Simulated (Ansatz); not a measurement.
The starting structures come from a database of crystals and need not be the phases stable at ambient conditions.

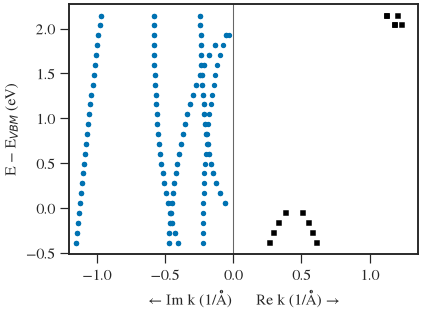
Figure. Complex bands at the centre of the two-dimensional zone; r2SCAN (Ansatz, a first-principles code)

No gap correction and no spin-orbit coupling; mid-gap values are interpolated between computed energies.

### Question
This is TlI (Pm-3m, CsCl type, not sure to be the ambient phase, 2 atoms a cell, 36.8 Å³ an atom) along the normal of (111). Read off the slowest decay at the centre of the two-dimensional zone at 0.94 eV, the computed energy nearest the middle of the gap.

### Answer
κ ≈ 0.18 1/Å, a decay length 1/(2κ) of the density of 2.7 Å.
